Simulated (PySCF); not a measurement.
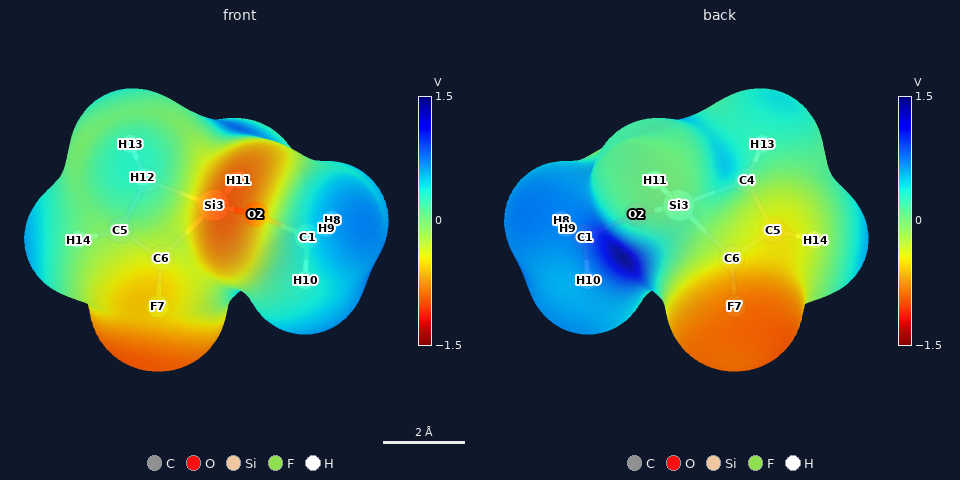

Figure 1: C₄H₇FOSi. The electrostatic potential painted on the density surface at 0.001 e/bohr³, seen from the front and from behind; red is negative and blue positive.

Geometry: GFN2-xTB.

Computed with PBE0/pcSseg-1, SCF density, gas phase, non-relativistic (PySCF 2.14.0).

```xyz
14

C     2.5556   -0.2092    0.3387
O     1.2036   -0.5722    0.3357
Si   -0.1235    0.3435    0.3614
C    -1.6917   -0.7307    0.1218
C    -1.9925    0.0363   -1.1406
C    -0.9662    0.8768   -1.2567
F    -0.7773    1.7842   -2.2443
H     2.7599    0.5311    1.1148
H     3.1406   -1.1087    0.5313
H     2.8401    0.2069   -0.6296
H    -0.0834    1.3659    1.4031
H    -1.5400   -1.7924   -0.0589
H    -2.4740   -0.6298    0.8703
H    -2.8520   -0.1022   -1.7742
```

**Which sites attract a positive test charge, and which a negative one?**

A positive charge is drawn to the negative regions and a negative charge to the positive ones. The most negative region (about −1.0 V) lies over O2 and F7, the most positive (about +1.3 V) over Si3.
